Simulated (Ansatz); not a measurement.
## Abstraction of H: C2H4O2 + CBrCl2 → C2H3O2 + CHBrCl2

Species: C2H4O2 (methyl formate) `COC=O`, singlet; CBrCl2 `Cl[C](Cl)Br`, doublet; C2H3O2 `CO[C]=O`, doublet; CHBrCl2 (bromodichloromethane) `ClC(Cl)Br`, singlet. A radical takes H: the energy is the difference in strength between two C–H bonds in different surroundings.

Shapes, held fixed at every level: PBE0-D4/def2-TZVP. Flexible molecules stand in one conformer, not always the lowest. Programs: Ansatz 0.2.0. The zero-point and thermal change to 298 K, harmonic and unscaled (PBE0-D4/def2-TZVP), is -0.4 kJ/mol.

```csv
level,kind,ΔH(298 K) (kJ/mol),less CCSD(T)/def2-TZVPP,CPU time (sum over the molecules)
MP2/def2-TZVPP,perturbation theory,+19.0,-4.7,–
SPW92/def2-TZVPP,LDA,+38.6,+14.9,15 s
r2SCAN-D4/def2-TZVPP,meta-GGA,+33.2,+9.5,64 s
B3LYP-D4/def2-TZVPP,global hybrid,+29.7,+6.0,48 s
wB97M-V/def2-TZVPP,range-separated hybrid,+26.1,+2.4,2.2 min
wB97X-V/def2-TZVPP,range-separated hybrid,+28.5,+4.8,95 s
B2PLYP/def2-TZVPP,double hybrid,+26.4,+2.7,56 s
CCSD(T)/def2-TZVPP,coupled cluster or CI,+23.7,0.0,19 min
```

The highest level, CCSD(T)/def2-TZVPP, gives ΔH(298 K) = +23.7 kJ/mol; the levels span +19.0 to +38.6. The column of differences is taken from that level and isn't an error. No measured value is set beside it here. Open shells run unrestricted. Relativity is left out for Br. Outer-core shells of Br are correlated, in sets that cover them unevenly. Times are processor times on shared x86 and Arm servers, and rough.

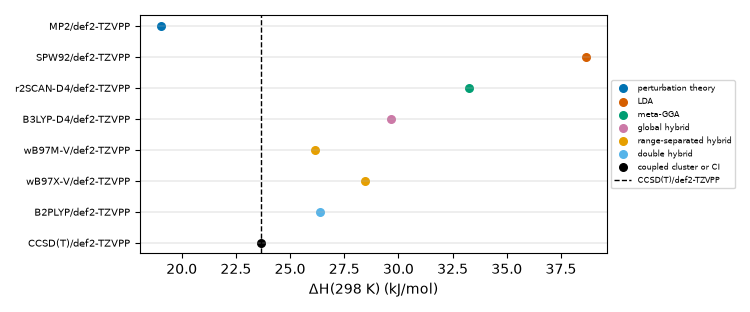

The values of the table, level by level.
